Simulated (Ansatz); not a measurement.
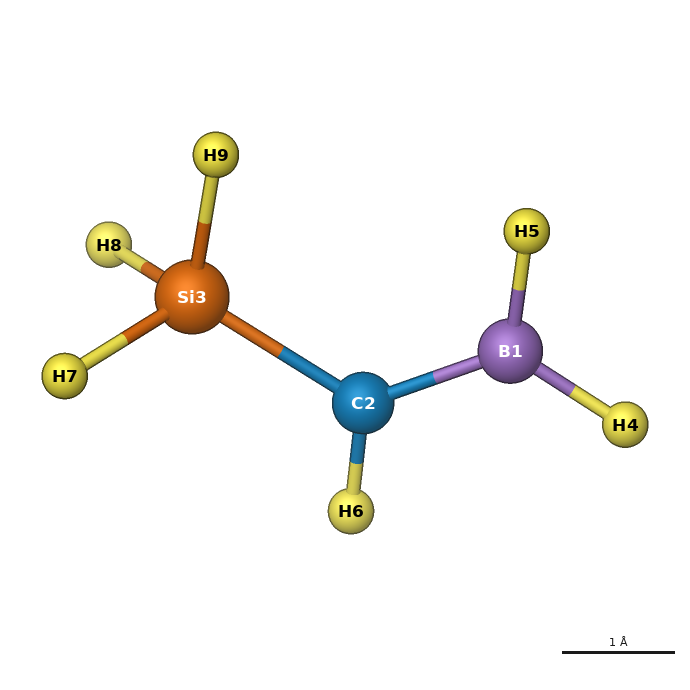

Atoms carry their numbers in the input. State: charge −1, singlet. The computed structure is the end point of a PBE-D4/def2-SVPD optimisation. No frequency run is at hand to confirm it as a minimum.

List the bonds and their lengths.

| bond | length (Å) |
| --- | --- |
| B1–C2 | 1.476 |
| B1–H4 | 1.239 |
| B1–H5 | 1.237 |
| C2–Si3 | 1.825 |
| C2–H6 | 1.109 |
| Si3–H7 | 1.537 |
| Si3–H8 | 1.537 |
| Si3–H9 | 1.518 |
